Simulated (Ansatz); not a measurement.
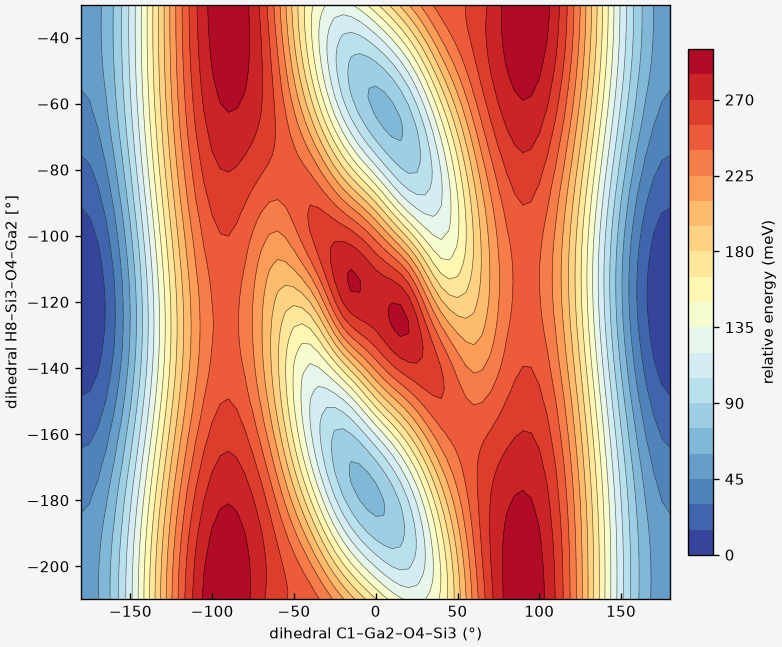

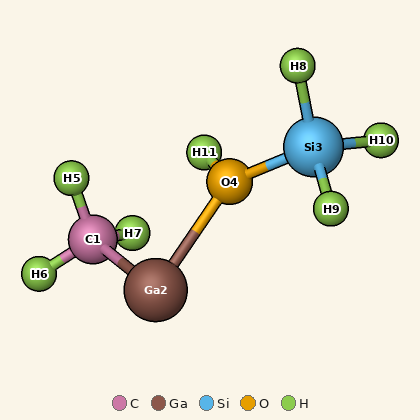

Energy landscape of CH7GaOSi. First axis: dihedral C1–Ga2–O4–Si3. Second axis: dihedral H8–Si3–O4–Ga2. Nothing is relaxed (all other coordinates rigid). The grid has 18 × 17 points. Energies: meV, counted from the lowest grid point. Theory: Ansatz, RKS SPW92 (LDA)/def2-SVP.

In the figure: filled contours. Between grid points the surface is interpolated. The second picture is the structure at the lowest point.

Q: Summarise what can be read from the map.

A: The lowest grid point is at dihedral C1–Ga2–O4–Si3 = −180°, dihedral H8–Si3–O4–Ga2 = −120.0°. Higher local minima lie near dihedral C1–Ga2–O4–Si3 = 0°, dihedral H8–Si3–O4–Ga2 = −176.2° (73 meV above the lowest at that grid point); dihedral C1–Ga2–O4–Si3 = 0°, dihedral H8–Si3–O4–Ga2 = −63.8° (75 meV above the lowest at that grid point). The highest grid point, dihedral C1–Ga2–O4–Si3 = 100°, dihedral H8–Si3–O4–Ga2 = −30.0°, lies 295 meV above the lowest. On the interpolated surface the easiest way out of the lowest well to the well at about dihedral C1–Ga2–O4–Si3 = 5°, dihedral H8–Si3–O4–Ga2 = −63° passes a barrier of about 250 meV.

The input of one point:

```yaml
crystal:
  periodic: [false, false, false]
  atoms:
    - { symbol: C, position_ang: [-1.742377, 1.16147, -0.804085] }
    - { symbol: Ga, position_ang: [-1.791263, -0.589668, 0.257977] }
    - { symbol: Si, position_ang: [1.694728, -1.167158, 0.808087] }
    - { symbol: O, position_ang: [0.394202, -0.274761, 0.191208] }
    - { symbol: H, position_ang: [-1.239384, 1.959695, -0.204525] }
    - { symbol: H, position_ang: [-2.738492, 1.55874, -1.097337] }
    - { symbol: H, position_ang: [-1.159727, 1.020251, -1.747549] }
    - { symbol: H, position_ang: [2.482134, -0.327842, 1.776841] }
    - { symbol: H, position_ang: [1.041696, -2.330034, 1.4876] }
    - { symbol: H, position_ang: [2.592911, -1.611441, -0.313899] }
    - { symbol: H, position_ang: [0.529682, 0.557397, -0.311545] }
basis:
  gaussian: { orbitals: def2-SVP }
hamiltonian:
  xc: lda
output:
  forces: true
```

Each point was launched as `ansatz run input.yaml --threads 1 --pin off --max-ram 2560MiB --backend cpu --events-out ev --progress --plain --runs-dir out`. The whole map (306 points run) took 14 min on 1 thread of Arm Neoverse V2, on a shared host.
